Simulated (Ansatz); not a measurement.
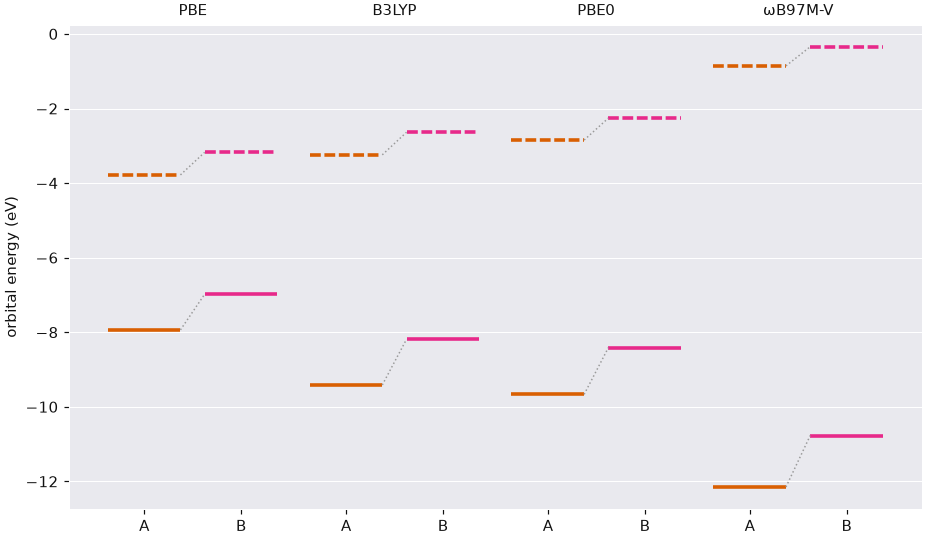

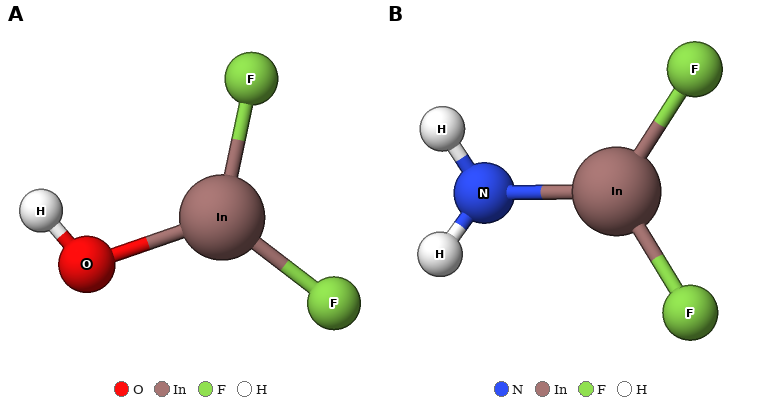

One change: A, InHOF₂ (SMILES [OH][In]([F])[F]), becomes B, InNH₂F₂ (SMILES [NH2][In]([F])[F]). OH on In is replaced by NH₂. HOMO (solid) and LUMO (dashed) computed in def2-TZVPP at PBE0-D4/def2-TZVP geometries, both minima by their frequencies, gas phase, the Ansatz code 0.2.0.

What does the change do to HOMO and LUMO?

Answer. PBE: the HOMO rises by 0.96 eV, the LUMO rises by 0.61 eV, and the separation goes from 4.16 to 3.80 eV. B3LYP: the HOMO rises by 1.23 eV, the LUMO rises by 0.61 eV, and the separation goes from 6.17 to 5.55 eV. PBE0: the HOMO rises by 1.25 eV, the LUMO rises by 0.59 eV, and the separation goes from 6.82 to 6.16 eV. ωB97M-V: the HOMO rises by 1.38 eV, the LUMO rises by 0.51 eV, and the separation goes from 11.29 to 10.43 eV.

Do the functionals agree on the effect?

Answer. They agree on the direction for both levels; the HOMO shift lies between 0.96 and 1.38 eV and the LUMO shift between 0.51 and 0.61 eV, while the separations themselves differ by up to 7.1 eV between functionals.

Known limits of this run: core potentials past krypton; spin-orbit coupling is left out, and with In it can shift these values.
